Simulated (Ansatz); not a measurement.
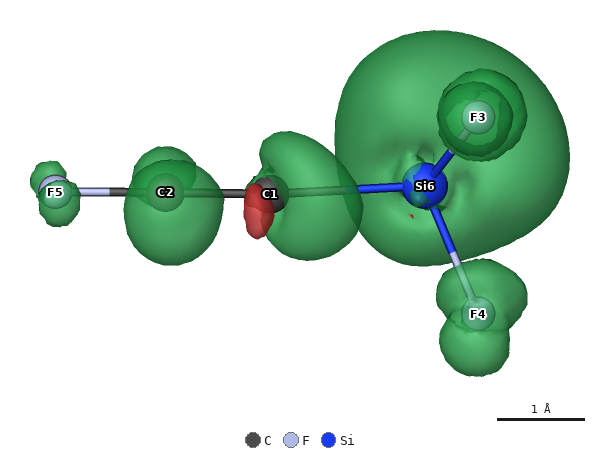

Figure. C$_{2}$F$_{3}$Si (SMILES FC#C[Si](F)F) (doublet). Isosurfaces of the spin density at +0.015 (green) and −0.015 e/Å³ (red), seen at a tilt.

Geometry: B3LYP/6-31G*.

The calculation used isolated molecule in a Gaussian basis; Kohn-Sham density functional theory, functional PBE0 in Ansatz.

```tsv
atom	x (Å)	y (Å)	z (Å)
C	-0.3659	-0.0288	0.3690
C	-1.3493	-0.1781	1.0652
F	1.2290	1.5614	-1.2788
F	2.3341	-0.4967	-0.1592
F	-2.3739	-0.3206	1.8146
Si	0.9766	0.0331	-0.8424
```

Q: Where is the unpaired spin?

A: The unpaired spin (1 electron) lies mostly on Si6 (about 0.8), in electrons by Hirshfeld's partition.
